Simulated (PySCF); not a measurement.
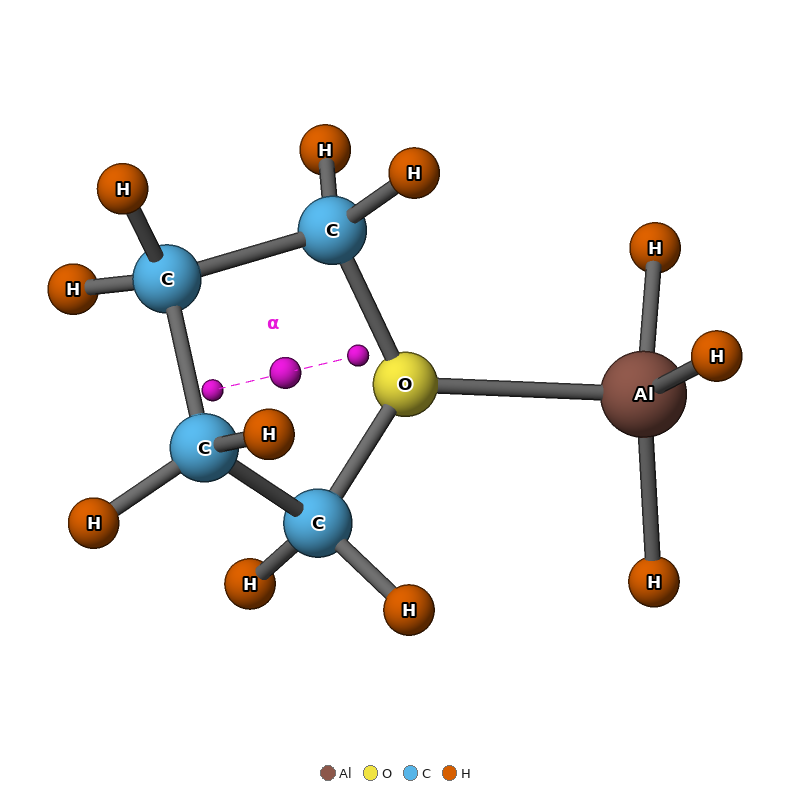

The small points mark where nucleus-independent chemical shifts (NICS) were computed: at the centre of each lettered ring and 1 Å above and below it. The geometry was computed by an optimisation with PBE0-D3(BJ)/def2-SVP. No frequency run is at hand to confirm it as a minimum. Properties computed with GIAO PBE0/pcSseg-1 NMR shielding, non-relativistic, gas phase (PySCF 2.14.0).

Give NICS(0), NICS(1) and the out-of-plane component NICS(1)zz for each ring (means of the two sides).

```csv
ring,members,NICS(0),NICS(1),NICS(1)zz
α,C4O,−8.8,−3.9,−5.9
```

Values in ppm.

What do the values say about the ring currents?

Ring α: weak, as in a non-aromatic ring. NICS is one index among several.
